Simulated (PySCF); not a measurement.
Al(OAc)(OH)2, C2H5AlO4, SMILES CC([O][Al]([OH])[OH])=O at its PBE0/def2-SVP optimised geometry (Å):

```
12

Al     0.4440     0.6756     0.0000
O     -0.4238    -0.6474    -1.0776
C     -0.8115    -1.1974     0.0008
C     -1.6971    -2.3910    -0.0009
O     -0.4207    -0.6497     1.0789
H     -1.5624    -2.9708     0.9196
H     -1.5126    -3.0015    -0.8930
H     -2.7397    -2.0377    -0.0387
O     -0.4119     2.1399     0.0000
H      0.0045     3.0015     0.0116
O      2.1404     0.6756     0.0000
H      2.7397    -0.0691    -0.0059
```

Calculation: PBE0/def2-TZVP (PySCF). Cells within 0.4 Å of a nucleus heavier than hydrogen are left out (blank, or x).

Map of the LUMO amplitude (bohr^(-3/2)), clipped to [-0.25, 0.25] on the plane z = 0.0 Å; orbital energy -0.67 eV, overall sign arbitrary:

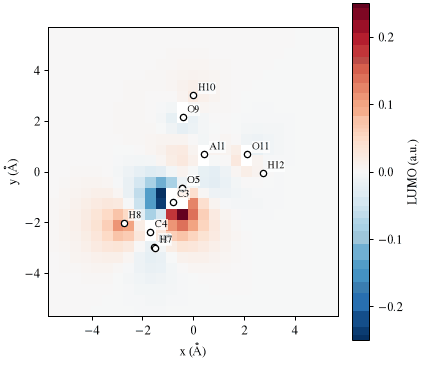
Fig. 1. LUMO amplitude (bohr^(-3/2)), clipped to [-0.25, 0.25] on the plane z = 0.0 Å.
